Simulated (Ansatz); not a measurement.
Geometry relaxation of GaBH2F

The run: geometry relaxation of GaBH2F, multiplicity 2. Method and program: UKS PBE0-D4/def2-TZVP (Ansatz 0.2.0).

Figures and captions count atoms from 1; the log counts them from 0 in places.

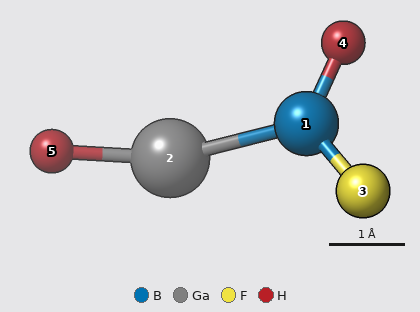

Fig. 1: The starting structure (ball-and-stick view, seen at an oblique angle; atoms are numbered from 1 in the order of the input). Sticks mark near contacts. Bond lengths as drawn: B–F 1.34 Å, B–Ga 2.05 Å, B–H 1.23 Å and Ga–H 1.59 Å.

**Summary**

| quantity | value |
| --- | --- |
| outcome | converged |
| total energy | −55794.2006 eV |
| mean-field energy | −55794.1446 eV |
| dispersion energy | −0.0561 eV |
| ⟨S²⟩ | 0.758 |
| SCF solution under orbital rotations | stable |
| largest force (length of the vector) at the end | 0.004 eV/Å |
| dipole moment | 1.28 D |
| hardware | 2 threads of Arm Neoverse V1, 23 GiB of memory available, shared host |
| wall time | 37 s (CPU time 71 s) |
| peak memory | 0.27 GiB |

**Input file**
```yaml
crystal:
  periodic: [false, false, false]
  atoms:
    - {symbol: B, position_ang: [-0.951980, -0.735125, -0.328176]}
    - {symbol: Ga, position_ang: [0.382303, 0.705585, 0.272180]}
    - {symbol: F, position_ang: [-0.641432, -2.037837, -0.372330]}
    - {symbol: H, position_ang: [-2.126996, -0.399857, -0.431080]}
    - {symbol: H, position_ang: [1.352031, 1.901726, -0.108350]}
basis:
  gaussian: {orbitals: def2-TZVP}
magnetization: {spin_polarized: true, initial_magnetization: 1}
hamiltonian: {xc: pbe0, dispersion: d4}
relax: {f_tol: 0.005, max_steps: 200}
```

Launch command:
```bash
ansatz run in.yaml --threads 2 --pin off --events-out ev --progress --plain --max-ram 4352MiB
```

**Output**
```
Functional definition: PBE0
  name "PBE0"
  cite "Adamo & Barone, J. Chem. Phys. 110, 6158 (1999) doi:10.1063/1.478522"
  cite "Perdew, Burke & Ernzerhof, Phys. Rev. Lett. 77, 3865 (1996) doi:10.1103/PhysRevLett.77.3865"
  parent pbe
  parameter a = 0.25
  parameter kappa = 0.804
  parameter beta = 0.06672455060314922
  exchange = (1 - a)*pbe_x(kappa = kappa, mu = beta*pi^2/3) + a*exact_x
  correlation = pbe_c(beta = beta)
826 factors; their error is unknown
mean field evaluation 1: about -55790.2159 eV, gradient 2.9e1 eV
mean field evaluation 2: about -55785.2972 eV, gradient 4.7e1 eV
mean field evaluation 4: about -55793.8804 eV, gradient 3.2e0 eV
mean field evaluation 8: about -55793.9333 eV, gradient 1.4e-1 eV
mean field evaluation 16: about -55794.1322 eV, gradient 4.4e-4 eV
mean field -55794.13217787 eV, -2050.3965389155 hartree, gradient 3.0e-5 eV, S^2 0.757447; 2 other end points of the search recorded, 0 dependent functions left out
the calculation of the forces begins
reference -55794.13220879 eV, -2050.3965400520 hartree; 24, 23 occupied and 98, 99 virtual orbitals, 826 factors
relax step   1: F+E_penalty+E_count = -55794.18819606 eV  Δ(F+E_penalty+E_count) = +0.000e0 eV  max|allowed force component| = 4.550e-1 eV/Å  Δτ_max = 0.0000 Å  (43 SCF iters, accepted)
these checks for a lower state are left out or cut short: starts, cluster_reference, orbital_swaps, neighbouring_geometries, increment
826 factors; their error is unknown
mean field evaluation 32: about -55794.1430 eV, gradient 2.5e-5 eV
mean field -55794.14299899 eV, -2050.3969365843 hartree, gradient 2.5e-5 eV, S^2 0.757517; 0 other end points of the search recorded, 0 dependent functions left out
the calculation of the forces begins
reference -55794.14302992 eV, -2050.3969377210 hartree; 24, 23 occupied and 98, 99 virtual orbitals, 826 factors
relax step   2: F+E_penalty+E_count = -55794.19907457 eV  Δ(F+E_penalty+E_count) = -1.088e-2 eV  max|allowed force component| = 1.546e-1 eV/Å  Δτ_max = 0.0208 Å  (38 SCF iters, accepted)
these checks for a lower state are left out or cut short: starts, cluster_reference, orbital_swaps, neighbouring_geometries, increment
826 factors; their error is unknown
mean field -55794.14331720 eV, -2050.3969482783 hartree, gradient 1.8e-5 eV, S^2 0.757454; 0 other end points of the search recorded, 0 dependent functions left out
the calculation of the forces begins
reference -55794.14334811 eV, -2050.3969494142 hartree; 24, 23 occupied and 98, 99 virtual orbitals, 826 factors
relax step   3: F+E_penalty+E_count = -55794.19939773 eV  Δ(F+E_penalty+E_count) = -3.232e-4 eV  max|allowed force component| = 1.213e-1 eV/Å  Δτ_max = 0.0219 Å  (37 SCF iters, accepted)
these checks for a lower state are left out or cut short: starts, cluster_reference, orbital_swaps, neighbouring_geometries, increment
826 factors; their error is unknown
mean field -55794.14427592 eV, -2050.3969835108 hartree, gradient 1.3e-5 eV, S^2 0.757513; 0 other end points of the search recorded, 0 dependent functions left out
the calculation of the forces begins
reference -55794.14430684 eV, -2050.3969846472 hartree; 24, 23 occupied and 98, 99 virtual orbitals, 826 factors
relax step   4: F+E_penalty+E_count = -55794.20036094 eV  Δ(F+E_penalty+E_count) = -9.632e-4 eV  max|allowed force component| = 3.708e-2 eV/Å  Δτ_max = 0.0124 Å  (37 SCF iters, accepted)
these checks for a lower state are left out or cut short: starts, cluster_reference, orbital_swaps, neighbouring_geometries, increment
826 factors; their error is unknown
mean field -55794.14434601 eV, -2050.3969860865 hartree, gradient 1.3e-5 eV, S^2 0.757490; 0 other end points of the search recorded, 0 dependent functions left out
the calculation of the forces begins
reference -55794.14437693 eV, -2050.3969872230 hartree; 24, 23 occupied and 98, 99 virtual orbitals, 826 factors
relax step   5: F+E_penalty+E_count = -55794.20042439 eV  Δ(F+E_penalty+E_count) = -6.344e-5 eV  max|allowed force component| = 1.628e-2 eV/Å  Δτ_max = 0.0045 Å  (37 SCF iters, accepted)
these checks for a lower state are left out or cut short: starts, cluster_reference, orbital_swaps, neighbouring_geometries, increment
826 factors; their error is unknown
mean field -55794.14438233 eV, -2050.3969874211 hartree, gradient 2.5e-5 eV, S^2 0.757507; 0 other end points of the search recorded, 0 dependent functions left out
the calculation of the forces begins
reference -55794.14441325 eV, -2050.3969885575 hartree; 24, 23 occupied and 98, 99 virtual orbitals, 826 factors
relax step   6: F+E_penalty+E_count = -55794.20046017 eV  Δ(F+E_penalty+E_count) = -3.578e-5 eV  max|allowed force component| = 1.370e-2 eV/Å  Δτ_max = 0.0015 Å  (28 SCF iters, accepted)
these checks for a lower state are left out or cut short: starts, cluster_reference, orbital_swaps, neighbouring_geometries, increment
826 factors; their error is unknown
mean field evaluation 64: about -55794.1445 eV, gradient 6.6e-4 eV
mean field -55794.14445343 eV, -2050.3969900342 hartree, gradient 1.1e-5 eV, S^2 0.757580; 0 other end points of the search recorded, 0 dependent functions left out
the calculation of the forces begins
reference -55794.14448435 eV, -2050.3969911705 hartree; 24, 23 occupied and 98, 99 virtual orbitals, 826 factors
relax step   7: F+E_penalty+E_count = -55794.20053144 eV  Δ(F+E_penalty+E_count) = -7.127e-5 eV  max|allowed force component| = 1.638e-2 eV/Å  Δτ_max = 0.0038 Å  (38 SCF iters, accepted)
these checks for a lower state are left out or cut short: starts, cluster_reference, orbital_swaps, neighbouring_geometries, increment
826 factors; their error is unknown
mean field -55794.14449359 eV, -2050.3969915099 hartree, gradient 1.1e-5 eV, S^2 0.757656; 0 other end points of the search recorded, 0 dependent functions left out
the calculation of the forces begins
reference -55794.14452450 eV, -2050.3969926458 hartree; 24, 23 occupied and 98, 99 virtual orbitals, 826 factors
relax step   8: F+E_penalty+E_count = -55794.20057237 eV  Δ(F+E_penalty+E_count) = -4.093e-5 eV  max|allowed force component| = 1.451e-2 eV/Å  Δτ_max = 0.0043 Å  (38 SCF iters, accepted)
these checks for a lower state are left out or cut short: starts, cluster_reference, orbital_swaps, neighbouring_geometries, increment
826 factors; their error is unknown
mean field -55794.14451888 eV, -2050.3969924395 hartree, gradient 1.1e-5 eV, S^2 0.757728; 0 other end points of the search recorded, 0 dependent functions left out
the calculation of the forces begins
reference -55794.14454978 eV, -2050.3969935750 hartree; 24, 23 occupied and 98, 99 virtual orbitals, 826 factors
relax step   9: F+E_penalty+E_count = -55794.20059896 eV  Δ(F+E_penalty+E_count) = -2.660e-5 eV  max|allowed force component| = 1.012e-2 eV/Å  Δτ_max = 0.0044 Å  (37 SCF iters, accepted)
these checks for a lower state are left out or cut short: starts, cluster_reference, orbital_swaps, neighbouring_geometries, increment
826 factors; their error is unknown
mean field -55794.14452319 eV, -2050.3969925977 hartree, gradient 2.7e-5 eV, S^2 0.757754; 0 other end points of the search recorded, 0 dependent functions left out
the calculation of the forces begins
reference -55794.14455408 eV, -2050.3969937329 hartree; 24, 23 occupied and 98, 99 virtual orbitals, 826 factors
relax step  10: F+E_penalty+E_count = -55794.20060571 eV  Δ(F+E_penalty+E_count) = -6.749e-6 eV  max|allowed force component| = 2.815e-3 eV/Å  Δτ_max = 0.0018 Å  (28 SCF iters, accepted)
826 factors; their error is unknown
mean field evaluation 96: about -55793.9455 eV, gradient 1.4e-1 eV
```

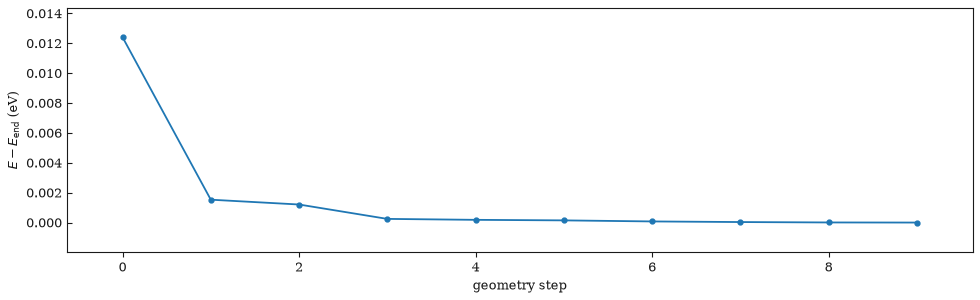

Fig. 2: Progress of the relaxation, step by step (the first geometry is step 0 here and step 1 in the log).

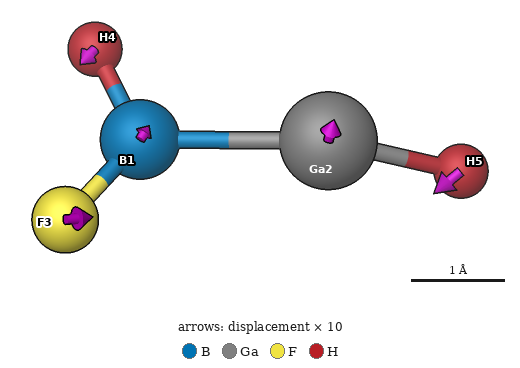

Fig. 3: The starting structure with the displacements as pink arrows, magnified 10 times (ball-and-stick view, seen at a tilt). The two geometries are laid on each other by the best rigid fit. The largest move after the best rigid fit is that of H5, 0.040 Å. Largest moves by element: H 0.040 Å, F 0.036 Å, Ga 0.029 Å, B 0.020 Å. Among the contacts that change: B1–H4 1.226 → 1.204 Å, Ga2–H5 1.586 → 1.569 Å, B1–F3 1.340 → 1.330 Å. Among the angles that change: B1–Ga2–H5 148.9° → 146.6°. Over 9 geometry steps the energy falls by 0.012 eV. The largest force component goes from 0.45 to 0.0028 eV/Å. (Atoms are counted from 1 in the order of the input.)

```
mean field -55794.14452319 eV, -2050.3969925977 hartree, gradient 2.8e-5 eV, S^2 0.757754; 3 other end points of the search recorded, 0 dependent functions left out
the calculation of the forces begins
reference -55794.14455408 eV, -2050.3969937329 hartree; 24, 23 occupied and 98, 99 virtual orbitals, 826 factors
Total energy: -55794.20063661 eV, -2050.3990547278 hartree
Atom 0 at    -0.959059    -0.716963    -0.323644 Å, force     0.002815    -0.002671     0.000277 eV/Å
Atom 1 at     0.372805     0.715423     0.297034 Å, force     0.001100     0.001728    -0.000173 eV/Å
Atom 2 at    -0.629966    -2.004347    -0.380755 Å, force    -0.001108     0.001384    -0.000180 eV/Å
Atom 3 at    -2.121766    -0.425690    -0.433652 Å, force    -0.001953     0.000435    -0.000260 eV/Å
Atom 4 at     1.351911     1.866069    -0.126739 Å, force    -0.000854    -0.000876     0.000337 eV/Å
Dipole moment:     0.088482     0.247723     0.037605 e Å
```

**Trajectory as extended XYZ (Å, eV, eV/Å), 10 frames, from step=1 to step=10**
```
5
Properties=species:S:1:pos:R:3:forces:R:3 step=1 energy=-55794.18820
B    -0.9520   -0.7351   -0.3282   -0.2435  -0.1503  -0.0371
Ga    0.3823    0.7056    0.2722    0.0967   0.1065  -0.0525
F    -0.6414   -2.0378   -0.3723   -0.1474   0.4550   0.0146
H    -2.1270   -0.3999   -0.4311    0.4459  -0.2141   0.0351
H     1.3520    1.9017   -0.1084   -0.1517  -0.1971   0.0400
5
Properties=species:S:1:pos:R:3:forces:R:3 step=2 energy=-55794.19907
B    -0.9515   -0.7242   -0.3317   -0.0990  -0.0966   0.0370
Ga    0.3805    0.7060    0.2783    0.0219   0.0328  -0.0093
F    -0.6415   -2.0206   -0.3719   -0.0406   0.1546  -0.0188
H    -2.1163   -0.4104   -0.4295    0.1314  -0.0597  -0.0110
H     1.3428    1.8837   -0.1130   -0.0136  -0.0312   0.0020
5
Properties=species:S:1:pos:R:3:forces:R:3 step=3 energy=-55794.19940
B    -0.9572   -0.7202   -0.3109    0.0173  -0.0233  -0.1213
Ga    0.3758    0.7121    0.2889   -0.0048  -0.0091   0.0393
F    -0.6354   -2.0091   -0.3844    0.0014   0.0185   0.0452
H    -2.1147   -0.4192   -0.4383   -0.0261   0.0031   0.0431
H     1.3455    1.8709   -0.1230    0.0122   0.0107  -0.0062
5
Properties=species:S:1:pos:R:3:forces:R:3 step=4 energy=-55794.20036
B    -0.9547   -0.7206   -0.3231   -0.0174  -0.0371  -0.0193
Ga    0.3774    0.7095    0.2847    0.0012   0.0056   0.0168
F    -0.6380   -2.0119   -0.3776   -0.0017   0.0295   0.0039
H    -2.1148   -0.4172   -0.4331    0.0041  -0.0058   0.0050
H     1.3441    1.8747   -0.1186    0.0139   0.0077  -0.0064
5
Properties=species:S:1:pos:R:3:forces:R:3 step=5 energy=-55794.20042
B    -0.9564   -0.7208   -0.3236   -0.0099   0.0005  -0.0143
Ga    0.3750    0.7123    0.2828   -0.0023  -0.0087   0.0163
F    -0.6359   -2.0106   -0.3777    0.0014   0.0062   0.0039
H    -2.1170   -0.4197   -0.4321    0.0004  -0.0078   0.0025
H     1.3482    1.8732   -0.1171    0.0104   0.0098  -0.0084
5
Properties=species:S:1:pos:R:3:forces:R:3 step=6 energy=-55794.20046
B    -0.9569   -0.7204   -0.3244   -0.0061   0.0089  -0.0066
Ga    0.3743    0.7129    0.2832   -0.0005  -0.0069   0.0137
F    -0.6350   -2.0097   -0.3776    0.0025  -0.0032   0.0011
H    -2.1178   -0.4208   -0.4317   -0.0036  -0.0064  -0.0005
H     1.3494    1.8725   -0.1173    0.0077   0.0077  -0.0077
5
Properties=species:S:1:pos:R:3:forces:R:3 step=7 energy=-55794.20053
B    -0.9584   -0.7192   -0.3252    0.0041   0.0164   0.0046
Ga    0.3731    0.7139    0.2866    0.0053   0.0031   0.0067
F    -0.6326   -2.0073   -0.3780    0.0027  -0.0162  -0.0033
H    -2.1198   -0.4234   -0.4317   -0.0115  -0.0024  -0.0043
H     1.3516    1.8704   -0.1196   -0.0005  -0.0010  -0.0037
5
Properties=species:S:1:pos:R:3:forces:R:3 step=8 energy=-55794.20057
B    -0.9592   -0.7181   -0.3249    0.0106   0.0113   0.0063
Ga    0.3729    0.7144    0.2909    0.0068   0.0092   0.0017
F    -0.6311   -2.0056   -0.3789    0.0009  -0.0145  -0.0037
H    -2.1211   -0.4250   -0.4324   -0.0133   0.0005  -0.0039
H     1.3524    1.8687   -0.1225   -0.0049  -0.0065  -0.0004
5
Properties=species:S:1:pos:R:3:forces:R:3 step=9 energy=-55794.20060
B    -0.9594   -0.7172   -0.3241    0.0101   0.0015   0.0034
Ga    0.3730    0.7150    0.2953    0.0028   0.0064  -0.0009
F    -0.6302   -2.0045   -0.3801   -0.0012  -0.0039  -0.0019
H    -2.1218   -0.4258   -0.4333   -0.0078   0.0014  -0.0015
H     1.3523    1.8670   -0.1255   -0.0040  -0.0055   0.0008
5
Properties=species:S:1:pos:R:3:forces:R:3 step=10 energy=-55794.20061
B    -0.9591   -0.7170   -0.3236    0.0028  -0.0027   0.0003
Ga    0.3728    0.7154    0.2970    0.0011   0.0017  -0.0002
F    -0.6300   -2.0043   -0.3808   -0.0011   0.0014  -0.0002
H    -2.1218   -0.4257   -0.4337   -0.0020   0.0004  -0.0003
H     1.3519    1.8661   -0.1267   -0.0009  -0.0009   0.0003
```

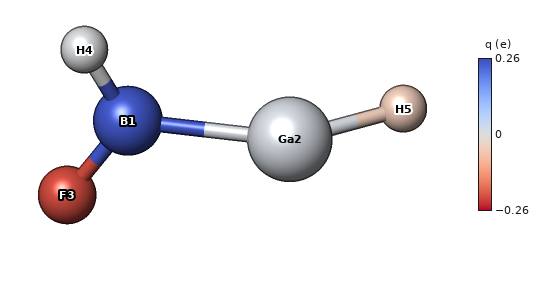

Fig. 4: Mulliken charges, as the colour of each atom (ball-and-stick view, seen at a tilt; atoms are numbered from 1 in the order of the input). By element: B +0.24, Ga +0.01, F −0.21 and H −0.05 to 0.00 e.
